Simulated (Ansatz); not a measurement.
| atom | x (Å) | y (Å) | z (Å) |
| --- | --- | --- | --- |
| C | -1.4153 | -1.4255 | 0.6865 |
| C | -0.2487 | -1.7089 | 0.5043 |
| N | 1.0379 | -1.9912 | 0.2408 |
| B | 0.4776 | 1.3321 | 0.2031 |
| C | 0.5533 | 1.1432 | -1.3536 |
| O | -0.4688 | 2.0603 | 0.8373 |
| H | -2.4428 | -1.1838 | 0.8750 |
| H | 1.3390 | 0.8803 | 0.9375 |
| H | 1.6957 | -1.2847 | 0.5614 |
| H | 1.3344 | -2.9349 | 0.4667 |
| H | 1.4192 | 1.7136 | -1.7368 |
| H | 0.7441 | 0.0890 | -1.6108 |
| H | -0.3428 | 1.4805 | -1.8994 |
| H | -1.1344 | 2.4031 | 0.2304 |

At this geometry the atoms fall into two loosely joined parts.

These are results of RKS PBE0-D4/def2-SVP in Ansatz 0.2.0, not measurements.

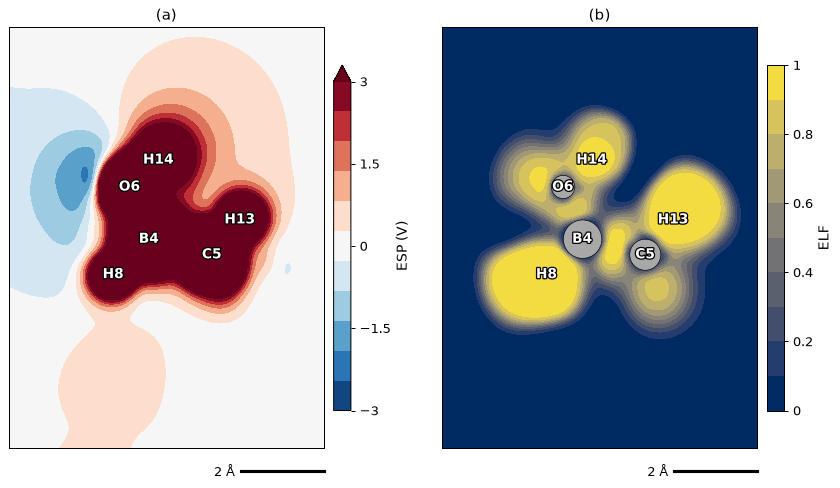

C₃H₈BNO. (a) molecular electrostatic potential; (b) electron localisation function on the plane of atoms O6, B4 and H8. Grey discs cover the atomic cores in the ELF map.

Q: What do the fields say about this system?

A: The plane passes through B, C, O and H nuclei. B–O (1.35 Å): the ELF peaks at about 0.90 between the atoms, as expected for a polar covalent bond. C–B (1.57 Å): the ELF peaks at about 1 between the atoms (a covalent bond). O–H (0.96 Å): the ELF climbs to about 1 towards the hydrogen, as it does in any bond to H; a covalent bond by its length. C–H (1.10 Å): the ELF climbs to about 1 towards the hydrogen: an ordinary covalent bond to hydrogen. The ELF also peaks beside O6, away from the bonds: lone-pair regions. Outside the dense part of the molecule the potential is most negative (−2.0 V) near O6.
